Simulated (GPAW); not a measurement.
# Dielectric function and optical constants of SrPd2N2 (model structure), part 2 of 2

Aim: the dielectric function of SrPd2N2 (model structure), and the optical constants that follow from it. The cell was made here by substitution or stacking, whether or not such a phase is known. It was built so: All P replaced by N in the I4/mmm structure of SrP2Pd2. The cell given below was relaxed beforehand with Ansatz.

GPAW 26.7.0; DFT, PBE, plane-wave PAW (GPAW data sets), scalar-relativistic, RPA, optical limit.

So far. Step 2 (Ground state): There are states at the Fermi level within the smearing, so the occupations stay smeared and the carriers get a Drude term.

## 4. Dielectric function, RPA

Local fields let the induced charge screen the field inside the cell, which as a rule lowers ε, most along directions where the density is uneven.

This step: DFT, PBE, plane-wave PAW (GPAW data sets), scalar-relativistic, RPA, optical limit (GPAW 26.7.0).

Input file df.py:

```python
from gpaw.response.df import DielectricFunction

df = DielectricFunction('full.gpw', frequencies={'type': 'nonlinear', 'domega0': 0.03, 'omega2': 8},
                        ecut=50,
                        eta=0.1,
                        nbands=55,
                        rate=0.05,
                        txt='df.txt')
for direction in ['x', 'z']:
    df.get_dielectric_function(xc='RPA', direction=direction, filename=f'df_{direction}.csv')
```

Started as:

```
$ OMP_NUM_THREADS=1 python df.py
```

Numbers of over 12 decimals in the logs are rounded to 6 here.

Output:

```text
Using integrator: PointIntegrator
NonLinearFrequencyDescriptor(from 0.000 to 73.623 eV, 511 points)
Nonperiodic BCs:  [False False False]
Using integrator: PointIntegrator
NonLinearFrequencyDescriptor(from 0.000 to 73.623 eV, 511 points)
Nonperiodic BCs:  [False False False]
Using integrator: PointIntegrator

Calculating chi0 body with:
    Ground state adapter containing:
    Number of spins: 1
    Number of kpoints: 1728
    Number of irreducible kpoints: 163
    Number of completely occupied states: 24
    Number of partially occupied states: 28

    Linear response parametrization:
    q_c: [0.0, 0.0, 0.0]
    Number of frequency points: 511
    Planewave cutoff: 50.0
    Number of bands: 55
    Number of planewaves: 63
    Broadening (eta): 0.1

Integrating chi0 body.

Symmetries of q_c:
    Direct symmetries (Uq -> q): 16
    Indirect symmetries (TUq -> q): 0
In total 16 allowed symmetries.

163 groups of equivalent kpoints. 90.567130% reduction.

Integral kind: spectral function

Calculating chi0 optical extensions with:
    Ground state adapter containing:
    Number of spins: 1
    Number of kpoints: 1728
    Number of irreducible kpoints: 163
    Number of completely occupied states: 24
    Number of partially occupied states: 28

    Linear response parametrization:
    Number of frequency points: 511
    Planewave cutoff: 50.0
    Number of bands: 55
    Number of planewaves: 63
    Broadening (eta): 0.1
Integrating chi0 head and wings.

Symmetries of q_c:
    Direct symmetries (Uq -> q): 16
    Indirect symmetries (TUq -> q): 0
In total 16 allowed symmetries.

163 groups of equivalent kpoints. 90.567130% reduction.

Integral kind: spectral function wings

Calculating drude chi0 with:
    Number of frequency points:511
    Plasma frequency decay rate: 0.05 eV

    Ground state adapter containing:
    Number of spins: 1
    Number of kpoints: 1728
    Number of irreducible kpoints: 163
    Number of completely occupied states: 24
    Number of partially occupied states: 28

Symmetries of q_c:
    Direct symmetries (Uq -> q): 16
    Indirect symmetries (TUq -> q): 0
In total 16 allowed symmetries.

163 groups of equivalent kpoints. 90.567130% reduction.

Integral kind: intraband
Plasma frequency:
[[3.34-0.j 0.  -0.j 0.  +0.j]
 [0.  -0.j 3.34-0.j 0.  -0.j]
 [0.  +0.j 0.  -0.j 3.29-0.j]]
```

Wall time 2.6 min (1 thread of Arm Neoverse V2, shared host); peak memory 0.39 GiB.

The Im ε has structure finer than the step of the table below, so its rows give means over 1 eV, whole bins alone (the curve runs from 0.305 to 22.2 eV). Peaks (eV: height): E ∥ x 2.4: 13.1; E ∥ z 1.6: 20.4.

Sum at mesh points, not converged in k. Table of Im ε by photon energy; means over each step:

```
photon energy (eV)  E ∥ x  E ∥ z
                 1   25.3   19.4
                 2   10.9   15.5
                 3   7.13   9.95
                 4   3.42   6.76
                 5   2.25   3.35
                 6   2.12   2.27
                 7   1.89   3.31
                 8   1.52   2.63
                 9   1.15   1.80
                10   1.28   1.22
                11   1.48   1.22
                12   2.10   1.01
                13   1.98  0.910
                14   1.46  0.865
                15  0.998   1.04
                16  0.893   1.04
                17  0.846  0.924
                18  0.880   1.12
                19  0.867  0.951
                20  0.887  0.989
                21  0.928   1.08
```

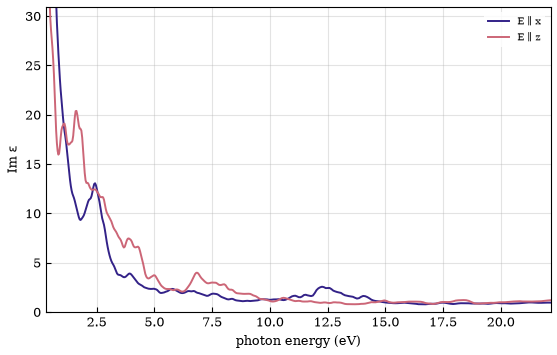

Im ε, plotted against photon energy. Below 1 eV the curve runs off the scale.

Values under 1 per cm are given as 1; sum at mesh points, not converged in k. Table of absorption coefficient by photon energy:

```csv
photon energy (eV),E ∥ x (1/cm),E ∥ z (1/cm)
1.99,4.4e5,5.7e5
3.98,6.7e5,8.7e5
6.02,6.0e5,6.5e5
8.03,6.0e5,1.1e6
10.03,5.2e5,7.5e5
12.02,9.0e5,7.1e5
14.04,1.1e6,5.9e5
16.03,8.3e5,8.3e5
18.05,7.9e5,9.7e5
20.06,9.3e5,9.9e5
22.02,1.1e6,1.3e6
```

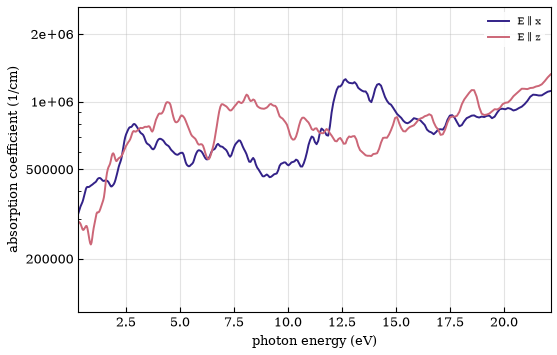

Absorption coefficient, plotted against photon energy.

The reflectivity at normal incidence has structure finer than the step of the table below, so its rows give means over 1 eV, whole bins alone (the curve runs from 0.305 to 22.2 eV). Peaks (eV: height): E ∥ x 2.9: 57.2, 12.7: 17.4; E ∥ z 1.9: 53.0, 4.6: 51.5, 8.1: 30.0.

Sum at mesh points, not converged in k. The reflectivity at normal incidence by photon energy; means over each step:

```
photon energy (eV)  E ∥ x (%)  E ∥ z (%)
                 1       67.7       53.1
                 2       45.9       48.8
                 3       53.5       45.9
                 4       38.1       43.4
                 5       24.9       41.1
                 6       16.9       20.9
                 7       14.9       23.9
                 8       12.2       27.3
                 9       6.25       24.5
                10       6.21       16.8
                11       7.31       13.2
                12       11.6       9.38
                13       16.2       6.81
                14       14.2       4.39
                15       10.4       5.85
                16       6.88       5.83
                17       4.92       5.02
                18       5.15       6.23
                19       4.91       6.20
                20       4.94       5.39
                21       5.24       6.58
```

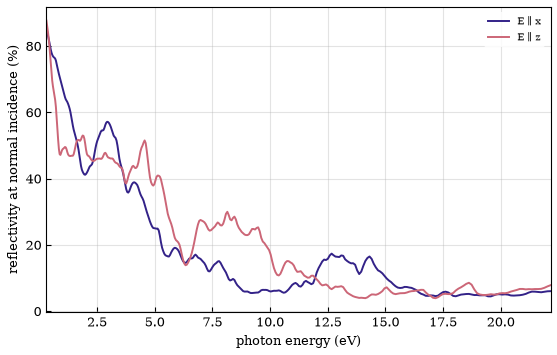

Reflectivity at normal incidence, plotted against photon energy.

The loss function −Im 1/ε at q → 0 has structure finer than the step of the table below, so its rows give means over 2 eV, whole bins alone (the curve runs from 0.305 to 22.2 eV). Peaks (eV: height): E ∥ x 8.1: 0.678, 15.1: 0.920; E ∥ z 6.2: 0.468, 10.1: 0.924, 12.1: 0.886, 16.7: 0.704, 18.9: 0.794.

Sum at mesh points, not converged in k. The loss function −Im 1/ε at q → 0 by energy loss; means over each step:

```
energy loss (eV)   E ∥ x   E ∥ z
               2  0.0789  0.0679
               4   0.257   0.146
               6   0.466   0.345
               8   0.583   0.394
              10   0.408   0.721
              12   0.357   0.828
              14   0.692   0.640
              16   0.812   0.627
              18   0.669   0.603
              20   0.647   0.619
```

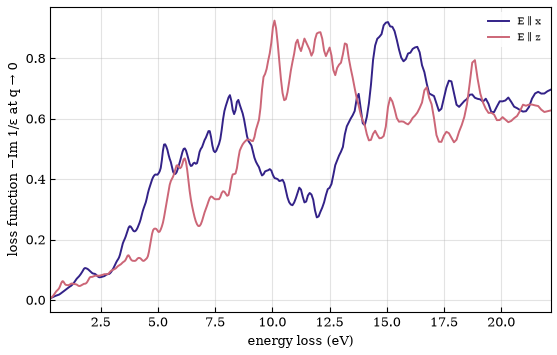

Loss function −Im 1/ε at q → 0, plotted against energy loss.

The Im ε, E ∥ x has structure finer than the step of the table below, so its rows give means over 1 eV, whole bins alone (the curve runs from 0.305 to 22.2 eV). Peaks (eV: height): without local fields 2.4: 13.6, 12.1: 3.33; with local fields 2.4: 13.1.

Sum at mesh points, not converged in k. The Im ε, E ∥ x by photon energy; means over each step:

```
photon energy (eV)  without local fields  with local fields
                 1                  25.7               25.3
                 2                  11.5               10.9
                 3                  7.24               7.13
                 4                  3.53               3.42
                 5                  2.35               2.25
                 6                  2.23               2.12
                 7                  1.93               1.89
                 8                  1.56               1.52
                 9                  1.25               1.15
                10                  1.42               1.28
                11                  2.21               1.48
                12                  2.71               2.10
                13                  1.68               1.98
                14                  1.29               1.46
                15                 0.921              0.998
                16                 0.859              0.893
                17                 0.854              0.846
                18                 0.943              0.880
                19                 0.992              0.867
                20                  1.26              0.887
                21                  1.44              0.928
```

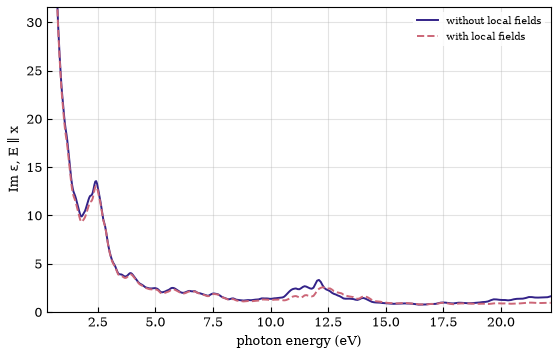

Im ε, E ∥ x, plotted against photon energy. Below 1 eV the curve runs off the scale.

From ε follow the optical constants at some laser and lamp lines:

```
wavelength (nm)   n x    k x  R (%) x  1/α x   n z    k z  R (%) z  1/α z
           1550  2.75  5.158     73.0  24 nm  2.73  3.055     53.0  40 nm
           1064  2.30  3.798     63.7  22 nm  3.38  2.715     49.1  31 nm
            800  1.99  2.845     53.3  22 nm  3.65  2.687     49.4  24 nm
            450  1.70  2.770     54.6  13 nm  2.31  2.524     46.7  14 nm
            365  0.99  1.964     49.4  15 nm  1.75  2.247     44.5  13 nm
            308  1.12  1.670     38.5  15 nm  1.65  2.165     43.7  11 nm
            248  1.01  1.163     25.1  17 nm  1.11  1.674     38.8  12 nm
```

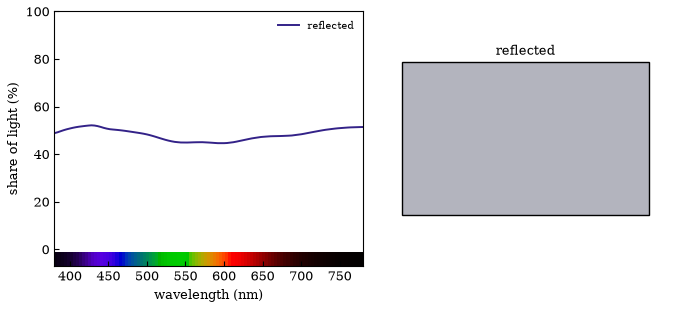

Light reflected across the visible range, with the colour that it makes of daylight (sRGB).

In reflection the computed colour is light grey: x = 0.304, y = 0.316, luminous reflectivity 46 %.

## 5. Summary of results

What this shows: At this level (PBE, RPA) SrPd2N2 is a metal. The mesh is too coarse to trust the carriers' weight, the reflectivity or the colour to better than tens of per cent. In reflection the computed colour is light grey: x = 0.304, y = 0.316, luminous reflectivity 46 %. The carriers' damping of 0.05 eV is typed, not computed; it shapes the response at the lowest energies. The curves end at 22 eV, about where the summed bands run out. In this version of GPAW the matrix elements of the optical limit are incomplete, which can lower ε − 1 by up to a tenth where first-row anions or d states rule, and shift it by more in d metals. GPAW's carrier term has the form −ωp²/(ω + i·rate)², which damps like twice the rate and fails at low energy, so the curves leave the lowest energies out. The sum runs over mesh points 0.19 Å⁻¹ apart with no interpolation, so peaks are partly noise of the mesh, and the Drude plasma energy, a sum over the Fermi surface, isn't converged.

[Machine, clock and banner lines and Python warnings are left out of the logs.]

[Logs are printed without paths, hosts, clocks, repeated set-up lines and the standing remarks that a program may print on its own settings, such as how far it seeks lower states.]

[Hosts, paths, dates, database ids (printed as entryN), source tags and the programs' standing remarks are cut or masked in the printed files.]
